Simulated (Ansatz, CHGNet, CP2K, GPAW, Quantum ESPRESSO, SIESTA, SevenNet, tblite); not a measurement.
**CP2K runs on Rh(111)/Al(100) interface (85 atoms)**

Wanted: CP2K inputs and outputs for Rh(111)/Al(100) interface (85 atoms), checked against a plane-wave reference.

Method: the method is named at each step, in CP2K 2026.2.

### 1. The structure

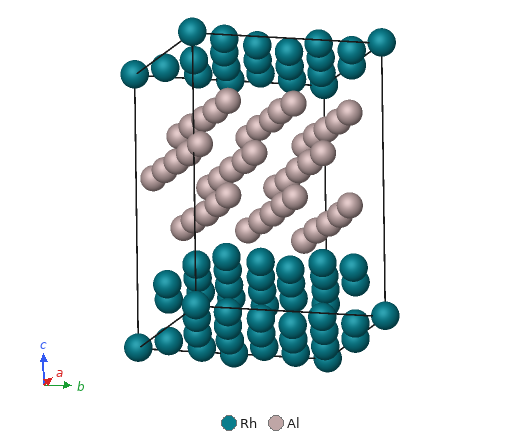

The cell as given, from the side, with the c axis up (rhodium blue, aluminium light grey). Some periodic images of atoms are drawn too.

The cell holds 85 atoms: 40 Rh and 45 Al. Its edges and angles: a = 14.274 Å, b = 9.186 Å, c = 11.727 Å, α = 90.0°, β = 90.0°, γ = 108.8°. Fcc Rh(111), 2 repeat layers, 20 surface cells, strained +0.31 and -1.39 %; fcc Al(100), 3 layers, 15 cells, -0.31 and +1.43 %; outer planes 2.75 Å apart and 2.74 Å at the second interface of the periodic stack; not relaxed, displaced by a Gaussian of 0.02 Å. Then every atom was moved at random, 0.03 Å r.m.s. a Cartesian component. Regions: Rh, 40 atoms (40 Rh); Al, 45 atoms (45 Al). The structure's axis is c.

The yardstick, on the same geometry:

* method: Kohn-Sham DFT, PBE, PAW, plane waves (Ansatz 0.2.0); cutoff 420 eV, Γ point, fermi-dirac smearing of 0.05 eV; PAW set soft_2
* r.m.s. force component: 0.5992 eV/Å
* longest force: 1.788 eV/Å
* pressure: -4.772 GPa
* SCF cycles: 10
* time: 13 s on 8 threads of Arm Neoverse V2, shared host
* CPU time: 94 s

### 2. PBE, DZVP-UZH, 350/50 Ry, diagonalisation

Method: Kohn-Sham DFT, PBE, GTH-PBE pseudopotentials, Gaussian and plane waves, DZVP-MOLOPT (UZH set), diagonalisation.

The input, input.inp:

```
&GLOBAL
  PROJECT cell
  RUN_TYPE ENERGY_FORCE
  PRINT_LEVEL LOW
&END GLOBAL
&FORCE_EVAL
  METHOD QS
  STRESS_TENSOR ANALYTICAL
  &DFT
    BASIS_SET_FILE_NAME BASIS_MOLOPT_UZH
    POTENTIAL_FILE_NAME POTENTIAL_UZH
    &MGRID
      CUTOFF 350
      REL_CUTOFF 50
    &END MGRID
    &QS
      EPS_DEFAULT 1.0E-12
    &END QS
    &SCF
      SCF_GUESS ATOMIC
      EPS_SCF 1.0E-06
      MAX_SCF 200
      ADDED_MOS 62
      &DIAGONALIZATION
        ALGORITHM STANDARD
      &END DIAGONALIZATION
      &SMEAR ON
        METHOD FERMI_DIRAC
        ELECTRONIC_TEMPERATURE [K] 580
      &END SMEAR
      &MIXING
        METHOD BROYDEN_MIXING
        ALPHA 0.15
        NBROYDEN 8
      &END MIXING
      &PRINT
        &RESTART OFF
        &END RESTART
      &END PRINT
    &END SCF
    &XC
      &XC_FUNCTIONAL PBE
      &END XC_FUNCTIONAL
    &END XC
    &PRINT
      &MULLIKEN ON
      &END MULLIKEN
      &LOWDIN ON
      &END LOWDIN
      &HIRSHFELD ON
      &END HIRSHFELD
      &MO ON
        EIGENVALUES T
        OCCUPATION_NUMBERS T
        MO_INDEX_RANGE 397 420
        &EACH
          QS_SCF 0
        &END EACH
        ADD_LAST NUMERIC
      &END MO
    &END PRINT
  &END DFT
  &SUBSYS
    &CELL
      A 14.27420 0.00000 0.00000
      B -2.95580 8.69714 0.00000
      C 0.00000 0.00000 11.72688
    &END CELL
    &COORD
      SCALED
      Rh 0.80262 0.90222 0.00192
      Rh 0.79877 0.56318 0.18626
      Rh 0.90006 0.69779 0.00311
      Rh 0.90332 0.37445 0.19100
      Rh 0.60231 0.79914 0.00187
      Rh 0.60135 0.46784 0.18715
      Rh 0.69818 0.60286 0.00120
      Rh 0.69719 0.26383 0.18877
      Rh 0.79905 0.40444 0.00130
      Rh 0.80282 0.06638 0.18511
      Rh 0.89966 0.19946 0.00122
      Rh 0.89838 0.86735 0.19001
      Rh 0.30136 0.89527 0.99688
      Rh 0.29910 0.56649 0.18759
      Rh 0.39731 0.69776 0.99890
      Rh 0.39867 0.36150 0.18427
      Rh 0.49693 0.49831 0.99811
      Rh 0.50062 0.16426 0.18678
      Rh 0.59953 0.29112 0.00213
      Rh 0.60398 0.96721 0.18618
      Rh 0.70116 0.09575 0.00719
      Rh 0.70633 0.77100 0.18608
      Rh 0.10063 0.80060 0.00044
      Rh 0.09991 0.46463 0.18822
      Rh 0.20360 0.60280 0.99860
      Rh 0.19420 0.27423 0.18857
      Rh 0.29470 0.39384 0.99968
      Rh 0.29649 0.06649 0.19203
      Rh 0.39803 0.19193 0.00080
      Rh 0.39927 0.87055 0.18782
      Rh 0.49969 0.99482 0.99725
      Rh 0.50219 0.65740 0.18572
      Rh 0.00636 0.50349 0.00146
      Rh 0.00149 0.16425 0.18569
      Rh 0.10091 0.30504 0.99973
      Rh 0.09493 0.96457 0.18630
      Rh 0.19782 0.10104 0.00066
      Rh 0.19984 0.76265 0.18204
      Rh 0.00143 0.99975 0.00334
      Rh 0.00191 0.67133 0.18327
      Al 0.19240 0.52967 0.42312
      Al 0.05829 0.36840 0.59423
      Al 0.19412 0.53734 0.76211
      Al 0.12951 0.20751 0.42921
      Al 0.99156 0.03511 0.59574
      Al 0.11986 0.19545 0.76597
      Al 0.06041 0.86519 0.41877
      Al 0.92811 0.70471 0.59812
      Al 0.06069 0.87404 0.76687
      Al 0.99047 0.53330 0.42112
      Al 0.85720 0.36340 0.59706
      Al 0.99672 0.53116 0.76171
      Al 0.92459 0.20176 0.42462
      Al 0.79304 0.03775 0.59295
      Al 0.92919 0.20531 0.77014
      Al 0.86089 0.86314 0.42330
[... 25 atom lines left out ...]
      Al 0.32326 0.19826 0.76997
      Al 0.26262 0.86878 0.42467
      Al 0.12504 0.70199 0.59696
      Al 0.26317 0.87230 0.77093
    &END COORD
    &KIND Rh
      BASIS_SET DZVP-MOLOPT-PBE-GTH-q17
      POTENTIAL GTH-PBE-q17
    &END KIND
    &KIND Al
      BASIS_SET DZVP-MOLOPT-PBE-GTH-q3
      POTENTIAL GTH-PBE-q3
    &END KIND
  &END SUBSYS
  &PRINT
    &FORCES ON
    &END FORCES
    &STRESS_TENSOR ON
    &END STRESS_TENSOR
  &END PRINT
&END FORCE_EVAL
```

Command:

```bash
> OMP_NUM_THREADS=1 mpirun -np 4 cp2k.psmp -i input.inp > output.txt
```

Numbers of over 12 decimals in the logs are rounded to 6 here.

The program printed:

```text
CP2K| version string:                                       CP2K version 2026.2
 CP2K| Input file name                                                 input.inp
 GLOBAL| Basis set file name                                    BASIS_MOLOPT_UZH
 GLOBAL| Potential file name                                       POTENTIAL_UZH
 GLOBAL| Run type                                                   ENERGY_FORCE
 GLOBAL| Total number of message passing processes                             4
 GLOBAL| Number of threads for this process                                    1
 TOTAL NUMBERS AND MAXIMUM NUMBERS
  Total number of            - Atomic kinds:                                   2
                             - Atoms:                                         85
                             - Shell sets:                                    85
                             - Shells:                                       545
                             - Primitive Cartesian functions:                460
                             - Cartesian basis functions:                   1870
                             - Spherical basis functions:                   1625
  Maximum angular momentum of- Orbital basis functions:                        3
                             - Local part of the GTH pseudopotential:          2
                             - Non-local part of the GTH pseudopotential:      4
 SCF PARAMETERS         Density guess:                                    ATOMIC
                        max_scf:                                             200
                        eps_scf:                                        1.00E-06
                        added MOs                                        62    0
                        Mixing method:                            BROYDEN_MIXING
                                                charge density mixing in g-space
                        Smear method:                                FERMI_DIRAC
                        Electronic temperature [K]:                        580.0
                        Electronic temperature [a.u.]:                  1.84E-03
                        Accuracy threshold:                             1.00E-10
 Extrapolation method: initial_guess
 Number of electrons:                                                        815
 Number of occupied orbitals:                                                408
 Number of molecular orbitals:                                               470
 Number of orbital functions:                                               1625
 Number of independent orbital functions:                                   1625
 SCF WAVEFUNCTION OPTIMIZATION
  Step     Update method      Time    Convergence         Total energy    Change
     1 NoMix/Diag. 0.15E+00    7.8     0.79452000     -4490.0394093641 -4.49E+03
     2 Broy./Diag. 0.15E+00   13.7     0.97226401     -4603.0274765043 -1.13E+02
     3 Broy./Diag. 0.15E+00   13.7     0.18033455     -4490.3852524714  1.13E+02
     4 Broy./Diag. 0.15E+00   13.8     0.20185920     -4505.5342534779 -1.51E+01
[...]
38 Broy./Diag. 0.15E+00   13.8     0.00000154     -4474.3388036178  2.58E-05
    39 Broy./Diag. 0.15E+00   13.8     0.00000089     -4474.3387710510  3.26E-05
  *** SCF run converged in    39 steps ***
  Electronic density on regular grids:       -814.9999999997        0.0000000003
  Core density on regular grids:              814.9999999993       -0.0000000007
  Total charge density on r-space grids:       -0.0000000004
  Total charge density g-space grids:          -0.0000000004
  Overlap energy of the core charge distribution:               1.4e-13
  Self energy of the core charge distribution:              -8147.866787
  Core Hamiltonian energy:                                   1923.420217
  Hartree energy:                                            2237.112982
  Exchange-correlation energy:                               -486.965591
  Electronic entropic energy:                                  -0.039592
  Fermi energy:                                                 0.360105
  Total energy:                                             -4474.338771
  Total energy (extrapolated to T->0):                      -4474.318975
 MO| EIGENVALUES AND OCCUPATION NUMBERS
 MO|
 MO|  Index      Eigenvalue [a.u.]        Eigenvalue [eV]             Occupation
 MO|    397               0.351556               9.566328               1.981135
 MO|    398               0.351888               9.575364               1.977438
 MO|    399               0.352662               9.596414               1.965824
[...]
MO|    419               0.368453              10.026105               0.021017
 MO|    420               0.368653              10.031552               0.018867
 MO| Sum:                                                             815.000000
 MO| E(Fermi):            0.360105 a.u.          9.798942 eV
 !-----------------------------------------------------------------------------!
                     Mulliken Population Analysis
 #  Atom  Element  Kind  Atomic population                           Net charge
       1     Rh       1         16.967394                              0.032606
       2     Rh       1         16.994111                              0.005889
       3     Rh       1         16.962910                              0.037090
[...]
# Total charge                            815.000000                  0.000000
 !-----------------------------------------------------------------------------!
 !-----------------------------------------------------------------------------!
                           Hirshfeld Charges
  #Atom  Element  Kind  Ref Charge     Population                    Net charge
      1       Rh     1      17.000         17.239                        -0.239
      2       Rh     1      17.000         17.252                        -0.252
      3       Rh     1      17.000         17.226                        -0.226
[...]
84       Al     2       3.000          2.985                         0.015
     85       Al     2       3.000          2.635                         0.365
  Total Charge                                                           -0.000
 !-----------------------------------------------------------------------------!
 LOWDIN POPULATION ANALYSIS
 #  Atom  Element  Kind  Atomic population                           Net charge
[...]
84     Al       2          3.074315                             -0.074315
      85     Al       2          2.890510                              0.109490
 # Total charge                            815.000000                  0.000000
 ENERGY| Total FORCE_EVAL ( QS ) energy [hartree]          -4474.338747
 FORCES| Atomic forces [hartree/bohr]
 FORCES|   Atom     x               y               z               |f|
 FORCES|      1 -2.33925085E-03 -3.47383884E-03 -2.52229574E-02   2.55682857E-02
 FORCES|      2 -1.71736751E-03  6.91271220E-03  2.13213022E-02   2.24796100E-02
 FORCES|      3 -1.64158346E-03  3.69646527E-03 -2.24778880E-02   2.28388726E-02
[...]
FORCES|     84  1.71912915E-03  1.09497088E-03 -2.61889218E-03   3.31857839E-03
 FORCES|     85 -2.99050691E-03 -4.90299501E-03  1.46056536E-02   1.56941902E-02
 FORCES| Sum    -1.18832706E-04 -1.00238728E-04 -2.95496351E-04
 FORCES| Total atomic force                                       3.33896852E-04
 STRESS| Analytical stress tensor [bar]
 STRESS|                        x                   y                   z
 STRESS|      x       -3.62042542835E+04  -2.15926243503E+04   4.88312272374E+03
 STRESS|      y       -2.15926243503E+04   5.99975511706E+04  -1.35089694200E+04
 STRESS|      z        4.88312272374E+03  -1.35089694200E+04  -1.41269124346E+05
 STRESS| 1/3 Trace                                            -3.91586091530E+04
```

Elapsed: 9.8 min, on 4 MPI ranks of Arm Neoverse V2, shared host; peak memory 4.9 GiB; 39 min of CPU time.

Banners, paths, timers and routine set-up lines are dropped from the logs unmarked, and long logs keep their key lines alone; longer cuts are marked.

Numbers from this run, and their distance from the reference:

```
r.m.s. force component                  : 0.615 eV/Å
r.m.s. difference of force components   : 34.1 meV/Å
longest difference of force vectors     : 147.1 meV/Å
force difference over r.m.s. force      : 5.691 %
slope of forces against the reference's : 1.025
correlation of force components         : 0.9988
pressure                                : -3.916 GPa
pressure difference                     : 0.8562 GPa
```

Length of the force difference by element (eV/Å):

```csv
element,atoms,mean,most
Al,45,0.027,0.044
Rh,40,0.075,0.15
```

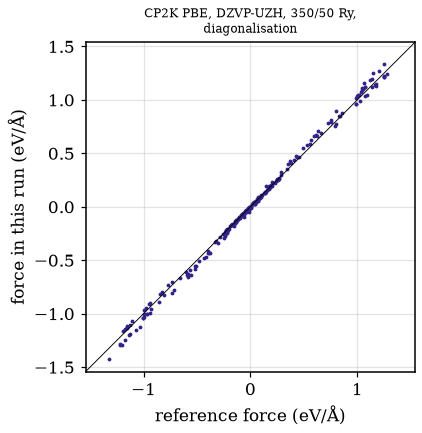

Force components against those of the reference; the line marks equality.

The surroundings of Al72, whose charge lies farthest from its element's mean, nearest first, numbered as they follow in the input and with coordinates relative to it.

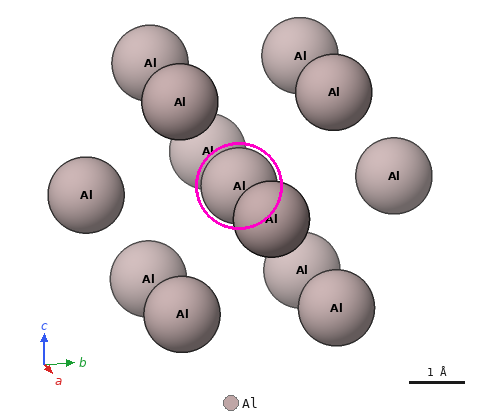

The atoms of the table, within 2.9 Å (arrows a, b, c point along x, y, z); some may hide others; the central atom is ringed.

```csv
atom,x,y,z,distance (Å),Mulliken charge (e),Fx,Fy,Fz (eV/Å)
Al72,0.00,0.00,0.00,0.00,-0.19,0.13,0.14,0.06
Al83,-1.33,-1.42,-1.98,2.78,0.02,-0.18,0.00,-1.14
Al80,-1.40,1.47,-1.97,2.83,0.06,-0.04,-0.03,-1.16
Al85,-1.33,-1.39,2.08,2.83,0.11,-0.15,-0.25,0.75
Al63,2.84,0.02,0.01,2.84,-0.16,0.13,0.09,-0.17
Al74,1.43,-1.37,-2.04,2.84,0.07,0.29,-0.11,-0.90
Al81,-2.85,0.01,0.01,2.85,-0.17,0.09,0.03,-0.01
Al75,0.06,-2.88,-0.02,2.88,-0.19,-0.01,0.11,0.03
Al76,1.53,-1.43,1.99,2.89,0.04,-0.08,-0.02,1.24
Al82,-1.44,1.44,2.07,2.90,0.05,-0.02,0.13,0.99
Al69,0.00,2.90,0.05,2.90,-0.16,0.11,-0.08,-0.14
Al73,1.48,1.47,2.02,2.91,0.05,-0.12,-0.07,1.13
Al71,1.50,1.52,-2.03,2.94,0.09,-0.14,0.14,-0.70
```

Forces lie 5.7 % from the reference's, at 25 times its CPU time (on 4 against 8 cores).

The difference per atom is largest on Rh (0.075 eV/Å on average, against 0.027 on Al).

### 3. PBE+D3(BJ), DZVP-UZH, 350/50 Ry, diagonalisation

Method: Kohn-Sham DFT, PBE+D3(BJ), GTH-PBE pseudopotentials, Gaussian and plane waves, DZVP-MOLOPT (UZH set), diagonalisation.

Edit input.inp of step 2 so:

```diff
@@ -43,2 +43,10 @@
       &END XC_FUNCTIONAL
+      &VDW_POTENTIAL
+        POTENTIAL_TYPE PAIR_POTENTIAL
+        &PAIR_POTENTIAL
+          TYPE DFTD3(BJ)
+          PARAMETER_FILE_NAME dftd3.dat
+          REFERENCE_FUNCTIONAL PBE
+        &END PAIR_POTENTIAL
+      &END VDW_POTENTIAL
     &END XC
@@ -49,4 +57,2 @@
       &END LOWDIN
-      &HIRSHFELD ON
-      &END HIRSHFELD
       &MO ON
```

The program printed:

```text
CP2K| version string:                                       CP2K version 2026.2
 CP2K| Input file name                                                 input.inp
 GLOBAL| Basis set file name                                    BASIS_MOLOPT_UZH
 GLOBAL| Potential file name                                       POTENTIAL_UZH
[... lines left out ...]
 Number of electrons:                                                        815
[... lines left out ...]
  Step     Update method      Time    Convergence         Total energy    Change
[... lines left out ...]
  *** SCF run converged in    39 steps ***
[... lines left out ...]
  Fermi energy:                                                 0.360105
  Total energy:                                             -4475.620033
  Total energy (extrapolated to T->0):                      -4475.600236
[... lines left out ...]
 MO| E(Fermi):            0.360105 a.u.          9.798942 eV
[... lines left out ...]
 ENERGY| Total FORCE_EVAL ( QS ) energy [hartree]          -4475.620009
[... lines left out ...]
 FORCES|      1 -2.26967285E-03 -3.47575963E-03 -2.49746039E-02   2.53172502E-02
 FORCES|      2 -1.69954987E-03  6.88987704E-03  2.10624029E-02   2.22257439E-02
 FORCES|      3 -1.64805479E-03  3.69938987E-03 -2.21604722E-02   2.25274965E-02
[...]
FORCES|     84  1.70668322E-03  1.08471269E-03 -2.56746474E-03   3.26821731E-03
 FORCES|     85 -2.99747639E-03 -4.90322168E-03  1.52210215E-02   1.62697862E-02
 FORCES| Sum    -1.18832706E-04 -1.00238728E-04 -2.95496351E-04
 FORCES| Total atomic force                                       3.33896852E-04
 STRESS| Analytical stress tensor [bar]
 STRESS|                        x                   y                   z
 STRESS|      x       -7.59947471912E+04  -2.15785280405E+04   4.88188484389E+03
 STRESS|      y       -2.15785280405E+04   2.02370608725E+04  -1.35210867311E+04
 STRESS|      z        4.88188484389E+03  -1.35210867311E+04  -1.79082824427E+05
 STRESS| 1/3 Trace                                            -7.82801702485E+04
```

It took 9.8 min on 4 MPI ranks; peak memory 5 GiB.

Numbers from this run, and their distance from the reference:

| Quantity | Value |
| --- | --- |
| r.m.s. force component | 0.6172 eV/Å |
| r.m.s. difference of force components | 28.82 meV/Å |
| longest difference of force vectors | 141.9 meV/Å |
| force difference over r.m.s. force | 4.809 % |
| slope of forces against the reference's | 1.029 |
| correlation of force components | 0.9993 |
| pressure | -7.828 GPa |
| pressure difference | -3.056 GPa |

Against the first run (5.7 %), the force difference from the reference is 4.8 %, at 1.00 times the CPU time; another functional landing nearer a PBE reference means that errors partly cancel.

The difference per atom is largest on Rh (0.066 eV/Å on average, against 0.010 on Al).

[end of part 1 of 2]

[Also dropped from logs without a mark: logging warnings of Python, and SIESTA's first energy breakdown and zero terms.]

[Logs are printed without paths, hosts, clocks, repeated set-up lines and the standing remarks that a program may print on its own settings, such as how far it seeks lower states.]

[Hosts, paths, dates, database ids (printed as entryN), source tags and the programs' standing remarks are cut or masked in the printed files.]
